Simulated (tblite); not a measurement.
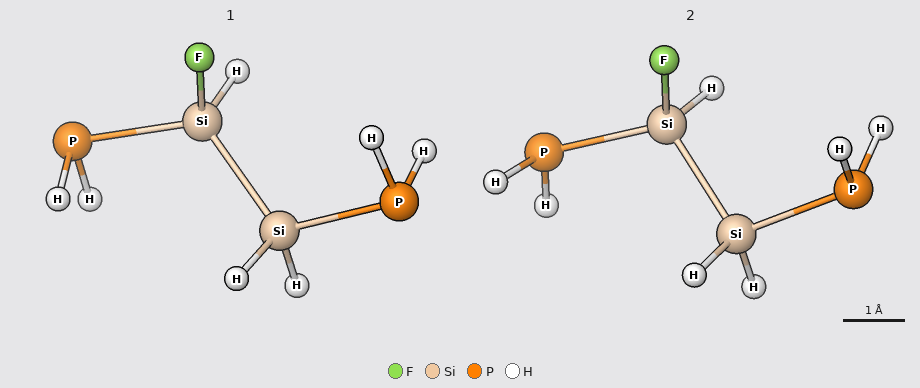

Two geometries of Si₂P₂H₇F, drawn at one scale. One is the start of a relaxation, the other its converged end. The picture is a ball-and-stick view, seen at a tilt.

Computed with GFN2-xTB geometry optimisation, gas phase (tblite 0.8.0). 

**Which of the two is the end point?**

Structure 1 is the relaxed one. The atom that moves furthest after the best rigid fit is an H atom (0.48 Å). By element the largest moves are H 0.48 Å, P 0.30 Å, F 0.17 Å, Si 0.11 Å. Among the contacts that change: Si–Si 2.236 → 2.340 Å, H–P 1.464 → 1.385 Å, P–Si 2.175 → 2.244 Å, F–Si 1.686 → 1.623 Å. Among the angles between lasting bonds that change: H–P–H 113.6° → 92.4°, Si–P–H 112.4° → 95.6°, Si–P–H 109.4° → 94.0°. The energy falls by 1.461 eV in 79 geometry steps. The run took 0.6 s on 1 thread of Intel(R) Xeon(R) Platinum 8488C (shared host).
